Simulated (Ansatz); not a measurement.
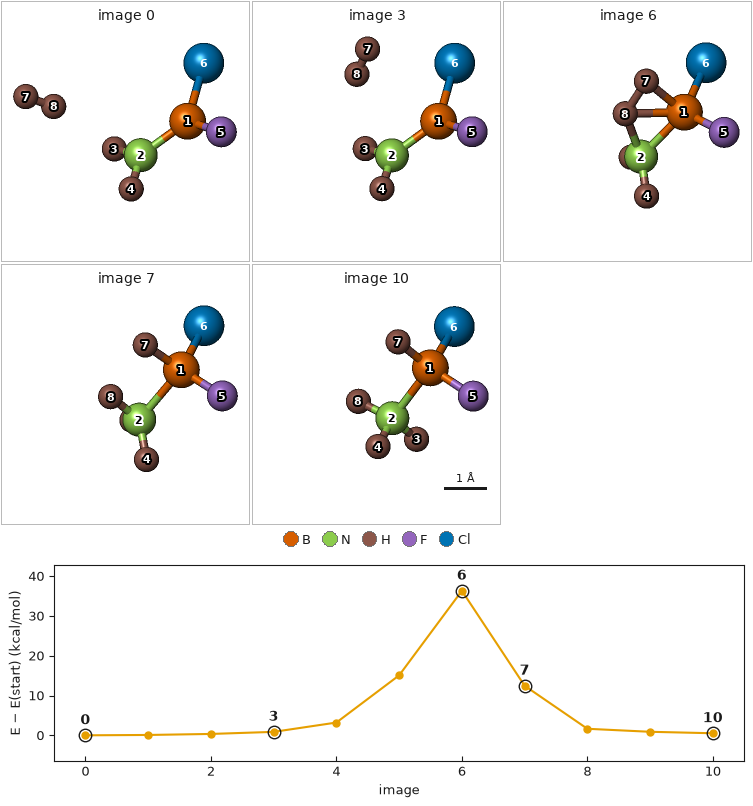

NEB run on BNH₄ClF, made up at the start of BNH₂ClF and H2. Images are numbered from 0 (start) to 10 (end). A ball-and-stick model, seen at a tilt.

Computed with RKS PBE/def2-SVP in Ansatz. Settings: 9 movable images; climbing image; force threshold 0.05 eV/Å; iteration limit 60; starting path through a guess of the saddle point.

**What happens along the path, and what is the barrier?**

Breaking: H7–H8 (0.77 → 1.02 at the top → 2.57 Å). Forming: B1–H7 (4.14 → 1.43 at the top → 1.23 Å), N2–H8 (2.72 → 1.40 at the top → 1.03 Å). The highest point, image 6, lies 36.3 kcal/mol above the start and 35.8 kcal/mol above the end; the end is at +0.5 kcal/mol relative to the start. The band converged in 15 iterations, with a climbing image at the top. At the top, the vibrational analysis gives one imaginary mode (1242i cm⁻¹), as a transition state must have.

Limits of the set-up: the start holds two separate molecules, 2.7 Å apart at their closest, whose relative position is a soft coordinate and is computed without a dispersion correction.

Cost: 2.1 min on 2 threads of Arm Neoverse V2, on a shared host, peak memory 0.12 GiB.
